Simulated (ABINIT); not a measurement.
# Quasiparticle gap of MoS2 (P6_3/mmc) in ABINIT, part 3 of 3

Aim: the G0W0 gap of MoS2 (P6_3/mmc) on PBE with spin-orbit coupling, step by step.

ABINIT 10.8.3; PBE and many-body steps on it, plane waves. Known limits of the many-body steps: not at the basis limit; screening head approximate; coarse k mesh.

So far. Step 4 (Empty states on the mesh, 3×3×1 mesh, 268 bands): On this mesh the gap is 1.045 eV. The earlier step found 0.883 eV, so this mesh misses an edge. Step 5 (Screening, 3×3×1 mesh, 244 bands, screening to 119.7 eV): Local fields lower ε∞ by 12 %. On a Γ-centred mesh this coarse the value itself is usually too large, while a short band sum pulls it down.

The database entry behind the starting cell differs from later determinations by our own check (about 0.3 % long), so it need not match the best structure at ambient conditions.

### Step 6. Self-energy, 3×3×1 mesh, 244 bands, screening to 119.7 eV

The self-energy is evaluated for the states that the input lists, and the levels follow from it, in one-shot runs by the linearised quasiparticle equation.

This step: G0W0 on PBE with spin-orbit coupling, plane waves, norm-conserving pseudopotentials.

Contents of run.abi:

```
acell 3*1.0 Angstrom
rprim 
  3.169000000004 -0.000000000001 0.000000000000
  -1.584500000001 2.744434504597 0.000000000000
  0.000000000000 0.000000000000 12.324000000000
ntypat 2
znucl 42 16
natom 6
typat 1 1 2 2 2 2
xred 
  0.333333333333 0.666666666667 0.250000000000
  0.666666666667 0.333333333333 0.750000000000
  0.333333333333 0.666666666667 0.623000000000
  0.666666666667 0.333333333333 0.123000000000
  0.333333333333 0.666666666667 0.877000000000
  0.666666666667 0.333333333333 0.377000000000
pp_dirpath "pseudos"
pseudos "Mo.upf, S.upf"
ecut 36
nspinor 2
ngkpt 3 3 1
nshiftk 1
shiftk 0 0 0
kptopt 1
chksymbreak 0
istwfk *1
occopt 1
irdwfk 1
optdriver 4
nband 244
gwcalctyp 0
ecutsigx 36
symsigma 0
nkptgw 2
kptgw 
  0.0000000000 0.0000000000 0.0000000000
  0.3333333333 0.3333333333 0.0000000000
bdgw 
  49 56
  49 56
ecuteps 4.4
irdscr 1
ppmodel 1
indata_prefix "in"
outdata_prefix "out"
tmpdata_prefix "tmp"
```

Run with:

```bash
$ OMP_NUM_THREADS=1 mpirun -n 8 abinit run.abi > log
```

Numbers of over 12 decimals in the logs are rounded to 6 here.

The program printed:

```text
.Version 10.8.3 of ABINIT. v10.8.2 released Aug 2026.

 Symmetries : space group P6_3/m m c (#194); Bravais hP (primitive hexag.)
[... echo of the input left out ...]
== DATASET  1 ==================================================================
-   mpi_nproc: 8, omp_nthreads: 1 (-1 if OMP is not activated)

--- !DatasetInfo
iteration_state: {dtset: 1, }
dimensions: {natom: 6, nkpt: 3, mband: 244, nsppol: 1, nspinor: 2, nspden: 1, mpw: 7476, }
cutoff_energies: {ecut:  36.0, pawecutdg:  -1.0, }
electrons: {nelect:   5.20000000E+01, charge:   0.00000000E+00, occopt:   1.00000000E+00, tsmear:   1.00000000E-02, }

 SIGMA: Calculation of the GW corrections

 Based on a program developped by R.W. Godby, V. Olevano, G. Onida, and L. Reining.
 Incorporated in ABINIT by V. Olevano, G.-M. Rignanese, and M. Torrent.
.Using double precision arithmetic ; gwpc =  8

[... cell and pseudopotentials left out ...]
--------------------------------------------------------------------------------

 ==== K-mesh for the wavefunctions ====
 Number of points in the irreducible wedge :     3
[... list of points left out ...]
 Together with 24 symmetry operations and time-reversal symmetry
 yields     9 points in the full Brillouin Zone.

 ==== Q-mesh for screening function ====
 Number of points in the irreducible wedge :     3
[... list of points left out ...]
 Together with 24 symmetry operations and time-reversal symmetry
 yields     9 points in the full Brillouin Zone.

 vcoul_init : cutoff-mode = AUXILIARY_FUNCTION
 q-points for optical limit:   1
     1)      0.000010    0.000020    0.000030
 setmesh: FFT mesh size selected  =    32x   32x  128
          total number of points  =       131072

 Number of electrons calculated from density =   52.0000; Expected =   52.0000
 average of density, n =  0.071892
 r_s =    1.4919
 omega_plasma =   25.8640 [eV]

 === KS Band Gaps ===
  >>>> For spin  1
   Minimum direct gap =   1.6217 [eV], located at k-point      :   0.3333  0.3333  0.0000
   Fundamental gap    =   1.0449 [eV], Top of valence bands at :   0.0000  0.0000  0.0000
                                       Bottom of conduction at :   0.3333  0.3333  0.0000
 SIGMA fundamental parameters:
 PLASMON POLE MODEL  1
 number of plane-waves for SigmaX                 7437
 number of plane-waves for SigmaC and W            315
 number of plane-waves for wavefunctions          7437
 number of bands                                   244
 number of independent spin polarizations            1
 number of spinorial components                      2
 number of k-points in IBZ                           3
 number of q-points in IBZ                           3
 number of symmetry operations                      24
 number of k-points in BZ                            9
 number of q-points in BZ                            9
 number of frequencies for dSigma/dE                 9
 frequency step for dSigma/dE [eV]                0.25
 number of omega for Sigma on real axis              0
 max omega for Sigma on real axis  [eV]           0.00
 zcut for avoiding poles [eV]                     0.10

 EPSILON^-1 parameters (SCR file):
 dimension of the eps^-1 matrix on file            315
 dimension of the eps^-1 matrix used               315
 number of plane-waves for wavefunctions          7437
 number of bands                                   244
 number of q-points in IBZ                           3
 number of frequencies                               2
 number of real frequencies                          1
 number of imag frequencies                          1

 matrix elements of self-energy operator (all in [eV])

 Perturbative Calculation

--- !SelfEnergy_ee
iteration_state: {dtset: 1, }
kpoint     : [   0.000,    0.000,    0.000, ]
spin       : 1
KS_gap     :    2.053
QP_gap     :    2.495
Delta_QP_KS:    0.442
data: !SigmaeeData |
     Band     E0 <VxcDFT>   SigX SigC(E0)      Z dSigC/dE  Sig(E)    E-E0       E
       49   7.298 -15.384 -16.752   1.680   0.780  -0.282 -15.141   0.243   7.541
       50   7.298 -15.384 -16.752   1.680   0.780  -0.282 -15.141   0.243   7.541
       51   8.441 -16.361 -17.403   1.475   0.777  -0.287 -16.025   0.336   8.778
       52   8.441 -16.361 -17.403   1.475   0.777  -0.287 -16.025   0.336   8.778
       53  10.495 -15.695 -10.993  -3.705   0.781  -0.281 -14.917   0.779  11.273
       54  10.495 -15.695 -10.993  -3.705   0.781  -0.281 -14.917   0.779  11.273
       55  10.523 -15.591 -10.901  -3.710   0.781  -0.280 -14.825   0.766  11.289
       56  10.523 -15.591 -10.901  -3.710   0.781  -0.280 -14.825   0.766  11.289

--- !SelfEnergy_ee
iteration_state: {dtset: 1, }
kpoint     : [   0.333,    0.333,    0.000, ]
spin       : 1
KS_gap     :    1.622
QP_gap     :    2.272
Delta_QP_KS:    0.650
data: !SigmaeeData |
     Band     E0 <VxcDFT>   SigX SigC(E0)      Z dSigC/dE  Sig(E)    E-E0       E
       49   7.646 -16.285 -17.598   1.733   0.779  -0.284 -15.958   0.327   7.973
       50   7.646 -16.285 -17.598   1.733   0.779  -0.284 -15.958   0.327   7.973
       51   7.864 -16.446 -17.648   1.651   0.778  -0.285 -16.097   0.349   8.213
       52   7.864 -16.446 -17.648   1.651   0.778  -0.285 -16.097   0.349   8.213
       53   9.486 -17.598 -12.726  -3.584   0.775  -0.290 -16.599   0.999  10.485
       54   9.486 -17.598 -12.726  -3.584   0.775  -0.290 -16.599   0.999  10.485
       55   9.488 -17.580 -12.691  -3.602   0.776  -0.289 -16.582   0.999  10.486
       56   9.488 -17.580 -12.691  -3.602   0.776  -0.289 -16.582   0.999  10.486

== END DATASET(S) ==============================================================
================================================================================

 -outvars: echo values of variables after computation  --------
           etotal      0.0000000000E+00
            nband         244
             nkpt           3
          spgroup         194
 [... the other variables as echoed above ...]

 Calculation completed.
```

The job ended after 34 s (8 MPI ranks of AMD EPYC 9R45, shared host; peak memory 2.7 GiB).

Numbers from this step:

```
G0W0 gap on the points computed              : 1.707 eV
starting gap on the mesh                     : 1.045 eV
k of the valence top                         : 0, 0, 0
k of the conduction bottom                   : 0.3333, 0.3333, 0
Z at the valence top                         : 0.777
Z at the conduction bottom                   : 0.775
least direct G0W0 gap on the computed points : 2.272 eV
```

The gap on the mesh goes from 1.04 eV to 1.71 eV, a correction of +0.66 eV. The start differs from the 0.88 eV found before because the two sample other k points.

Limits: finite bands, cutoff and mesh; screening head approximate; coarse k mesh. v1 is the top filled band, c1 the lowest empty one. The levels before and after the correction (eV, zero at the valence-band top of each column):

|  | conduction bottom | valence top |
| --- | --- | --- |
| Kohn-Sham | 1.04 | 0.00 |
| G0W0 | 1.71 | 0.00 |

|  | level | energy (eV) |
| --- | --- | --- |
| Kohn-Sham | Γ v3 | -1.143 |
| Kohn-Sham | Γ v2-v1 | 0.000 |
| Kohn-Sham | Γ c1-c2 | 2.053 |
| Kohn-Sham | Γ c3 | 2.082 |
| Kohn-Sham | (0.333 0.333 0) v3 | -0.795 |
| Kohn-Sham | (0.333 0.333 0) v2-v1 | -0.577 |
| Kohn-Sham | (0.333 0.333 0) c1-c3 | 1.045 |
| G0W0 | Γ v3 | -1.237 |
| G0W0 | Γ v2-v1 | 0.000 |
| G0W0 | Γ c1-c2 | 2.495 |
| G0W0 | Γ c3 | 2.511 |
| G0W0 | (0.333 0.333 0) v3 | -0.805 |
| G0W0 | (0.333 0.333 0) v2-v1 | -0.565 |
| G0W0 | (0.333 0.333 0) c1-c3 | 1.707 |

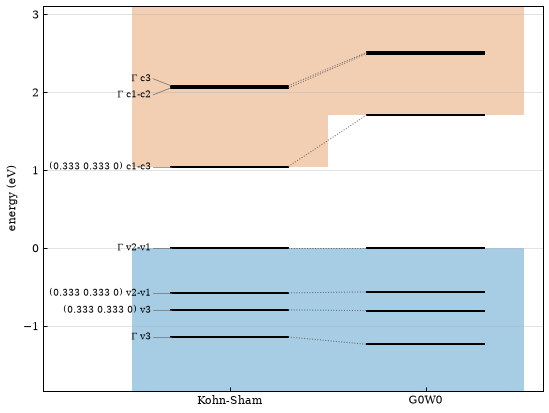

Levels before and after the correction. Shaded: valence and conduction bands.

### Step 7. Where the time went

Times are wall times on 8 MPI ranks of AMD EPYC 9R45, shared host, good to a factor of about two.

| step | time | share | memory (GiB) |
| --- | --- | --- | --- |
| ground state | 2.2 min | 24 % | 1.2 |
| bands along the symmetry lines | 2.4 min | 27 % | 1.4 |
| empty states on the mesh | 3.4 min | 38 % | 0.84 |
| screening | 19 s | 3 % | 3.1 |
| self-energy | 34 s | 6 % | 2.7 |

### Step 8. What came out

```
PBE gap                              : 0.88 eV, indirect
G0W0 gap on the mesh                 : 1.71 eV
G0W0 gap over the zone (rigid shift) : 1.55 eV
GW settings                          : 3×3×1 mesh, 244 bands, screening to 119.7 eV, Godby-Needs plasmon pole
known limits                         : not at the basis limit; screening head approximate; coarse k mesh
```

What this shows: G0W0 moves the gap on the mesh from 1.04 eV to 1.71 eV (+0.66 eV), with Z of 0.78 and 0.78 at the edges. The mesh misses the band edges by 0.16 eV in all; a rigid shift gives 1.55 eV for the zone. Local fields lower the RPA ε∞ on this mesh from 21.86 to 19.25; a Γ-centred mesh this coarse tends to raise both, most where the direct gap is narrow, while a short band sum lowers them. Only 2 of the mesh's irreducible points were corrected, so a valley elsewhere could overtake. Bands and cutoff are finite, so the gap is not at the basis limit. The miss can reach some tenths of an eV and take either sign; the mesh is an error of its own. In the G0W0 run levels were corrected at 2 k points alone, so a gap called «on the mesh» is the least over those, and an edge elsewhere would be missed. A denser mesh or path gives a starting gap of 0.88 eV: the GW mesh misses a band edge, so its gaps are not the fundamental one. The 3×3×1 mesh is coarse for this cell, which bears on the long-range parts of exchange and screening. The long-wavelength limit of the screening leaves out the non-local commutator, which shifts ε∞.

[Paths, hosts, dates, memory and timing lines, banners, echoed tables and standing remarks are left out of the program output.]

[Logs are printed without paths, hosts, clocks, repeated set-up lines and the standing remarks that a program may print on its own settings, such as how far it seeks lower states.]

[Runs of the session that timed out or met a known fault of the program may be left out.]

[Hosts, paths, dates, database ids (printed as entryN), source tags and the programs' standing remarks are cut or masked in the printed files.]

[G0W0 gaps are taken among the corrected bands and points alone; a level outside them can change the order at an edge.]

[Where Ansatz stands beside ABINIT at settings called matched, ABINIT's density can come from a denser mesh and the files from another edition; pairs whose starting gaps differed by over 0.03 eV were left out, so agreement reads better than it is.]
